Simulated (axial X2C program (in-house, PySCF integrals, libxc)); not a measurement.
# Linear CoOH at several levels

Aim: the two bond lengths and stretching wavenumbers of linear CoOH, with and without spin–orbit coupling, at HF, TPSSh, MP2, PBE0.

Program: an in-house X2C program for linear molecules on PySCF integrals. Level of theory: all-electron X2C, two-component (2c) or spin-free, Co dyall-v3z, O dyall-av3z, H dyall-v3z. These are calculated values, not measurements.

All values are calculated.

2 further runs of the same task are left out: 2 set aside as unsound or not needed.

## (1) The job

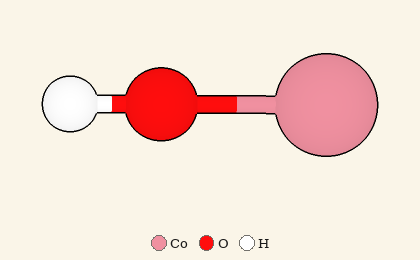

The atoms on one line, bonds 1.740 and 0.960 Å (cobalt pink, oxygen red, hydrogen white).

task.json

```json
{"zs": [27, 8, 1], "q": 0, "bas": ["dyall-v3z", "dyall-av3z", "dyall-v3z"], "r0": [1.74, 0.96], "symm": 0, "scan": ["PBE0", "HF", "TPSSh"], "levels": ["PBE0", "HF", "TPSSh"], "nst": 2}
```

Keys: zs atomic numbers; q charge; bas basis sets; r0 starting distance in Å; symm equal bonds; scan levels of the two-bond scan (MP2 follows by itself at each HF point); levels methods; nst determinants followed.

Run with:

```
$ python solin.py task.json out
```

Masses Co 58.933, O 15.995, H 1.008 u.

## (2) Scan at HF, 2c

State: Ω = 4 (beyond evenly filled blocks: ω = 3/2, ω = 5/2). Energies above the lowest point, from the job's result record:

| r(Co–O) (Å) | r(O–H) (Å) | E (meV) |
| --- | --- | --- |
| 1.6946 | 0.9282 | 161.20 |
| 1.6946 | 0.9520 | 172.38 |
| 1.6946 | 0.9758 | 215.30 |
| 1.7380 | 0.9282 | 51.76 |
| 1.7380 | 0.9520 | 63.12 |
| 1.7380 | 0.9758 | 106.23 |
| 1.7380 | 0.9996 | 176.25 |
| 1.7814 | 0.9282 | 0.00 |
| 1.7814 | 0.9520 | 11.37 |
| 1.7814 | 0.9758 | 54.52 |
| 1.8249 | 0.9520 | 6.16 |
| 1.8249 | 0.9996 | 119.19 |

A quadratic surface with cubic terms in each bond gives the minimum at 1.808 and 0.932 Å, force constants 3.37, 10.1 and coupling 0.01 mdyn/Å.

## (3) Scan at TPSSh, 2c

State: Ω = 4 (beyond evenly filled blocks: ω = 3/2, ω = 5/2). Energies above the lowest point, from the job's result record:

| r(Co–O) (Å) | r(O–H) (Å) | E (meV) |
| --- | --- | --- |
| 1.6946 | 0.9282 | 62.11 |
| 1.6946 | 0.9520 | 33.94 |
| 1.6946 | 0.9758 | 36.44 |
| 1.7380 | 0.9282 | 27.36 |
| 1.7380 | 0.9520 | 0.00 |
| 1.7380 | 0.9758 | 3.41 |
| 1.7380 | 0.9996 | 32.77 |
| 1.7814 | 0.9282 | 38.74 |
| 1.7814 | 0.9520 | 11.93 |
| 1.7814 | 0.9758 | 15.98 |
| 1.8249 | 0.9520 | 59.99 |
| 1.8249 | 0.9996 | 95.01 |

A quadratic surface with cubic terms in each bond gives the minimum at 1.747 and 0.961 Å, force constants 3.72, 8.19 and coupling 0.10 mdyn/Å.

## (4) Scan at MP2, 2c

State: Ω = 4 (beyond evenly filled blocks: ω = 3/2, ω = 5/2). Energies above the lowest point, from the job's result record:

| r(Co–O) (Å) | r(O–H) (Å) | E (meV) |
| --- | --- | --- |
| 1.6946 | 0.9282 | 79.49 |
| 1.6946 | 0.9520 | 58.80 |
| 1.6946 | 0.9758 | 69.60 |
| 1.7380 | 0.9282 | 25.60 |
| 1.7380 | 0.9520 | 5.21 |
| 1.7380 | 0.9758 | 16.38 |
| 1.7380 | 0.9996 | 54.27 |
| 1.7814 | 0.9282 | 20.23 |
| 1.7814 | 0.9520 | 0.00 |
| 1.7814 | 0.9758 | 11.35 |
| 1.8249 | 0.9520 | 33.65 |
| 1.8249 | 0.9996 | 83.22 |

A quadratic surface with cubic terms in each bond gives the minimum at 1.765 and 0.955 Å, force constants 3.61, 8.75 and coupling 0.03 mdyn/Å.

## (5) The levels side by side

| level | r(Co–O) (Å) | r(O–H) (Å) | lower stretch (cm⁻¹) | upper stretch (cm⁻¹) |
| --- | --- | --- | --- | --- |
| HF, 2c | 1.808 | 0.932 | 657.6 | 4252.2 |
| TPSSh, 2c | 1.747 | 0.961 | 692.0 | 3830.0 |
| MP2, 2c | 1.765 | 0.955 | 680.8 | 3959.7 |
| PBE0, spin-free | 1.746 | 0.954 | 699.2 | 3945.7 |
| HF, spin-free | 1.808 | 0.932 | 658.0 | 4252.1 |
| TPSSh, spin-free | 1.747 | 0.961 | 692.2 | 3829.9 |
| MP2, spin-free | 1.764 | 0.955 | 681.1 | 3958.9 |

Scans not shown above were run alike.

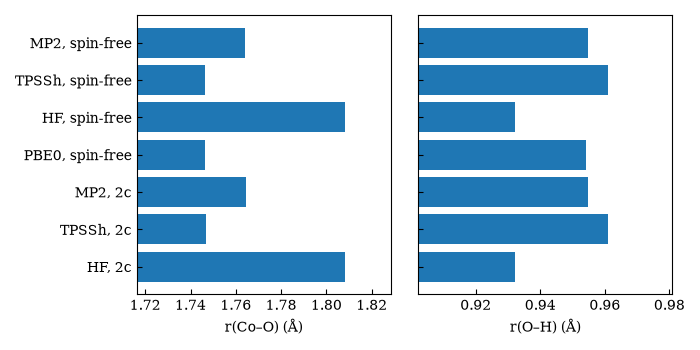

The two bond lengths by level.

What this shows: Over the levels the Co–O bond spans 1.746 to 1.808 Å and the O–H bond 0.932 to 0.961 Å. At HF spin–orbit coupling leaves both bonds unchanged to 0.001 Å. Each state is one determinant, the lowest of a limited PBE0 search; the stretches come from a fit to few points and are good to some per cent at best. MP2 freezes inner shells (threshold -2 hartree). The molecule was held linear; bending was not examined, so a bent shape may lie lower. Open-shell Ω = 0 determinants with evenly filled partner blocks cannot be reached by this program, so the Ω shown need not be the lowest component. Note: functional without a current term on a determinant with orbital currents, of the molecule or an atom. Note: several unpaired electrons, one determinant need not be a pure state.
